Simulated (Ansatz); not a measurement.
**A computed series for hypothetical P-6m2 Ti2InB2: pressure series**

Take Ti2InB2 (space group P-6m2, No. 187; a hypothetical phase, not in the database extracts checked) as the base.

```
Ti2InB2
1.0
    3.08206     0.00000     0.00000
   -1.54103     2.66914     0.00000
    0.00000     0.00000     7.93614
Ti In B
2 1 2
Direct
  0.33333   0.66667   0.69304
  0.33333   0.66667   0.30696
  0.00000   0.00000   0.00000
  0.00000   0.00000   0.50000
  0.66667   0.33333   0.50000
```

Cell and atoms are relaxed at each pressure.

Computed with PBE (Ansatz, a program for electronic structure; PAW; 420 eV plane waves; spin-orbit coupling left out).

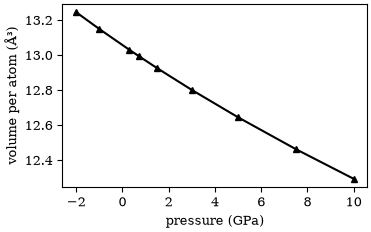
Figure. Volume against pressure

Estimate the zero-pressure bulk modulus from the plot.

About 140 GPa; a third-order Birch–Murnaghan fit to the points gives V₀ = 13.06 Å³/atom, B₀ = 145 GPa and B₀′ = 4.5.

Load acts through the strain it causes; cell and atoms are relaxed under it. Whether these cells are dynamically stable was not tested. Competing high-pressure phases were not computed. The final runs are not spin-polarised. An odd electron count without spin: Ti2InB2.
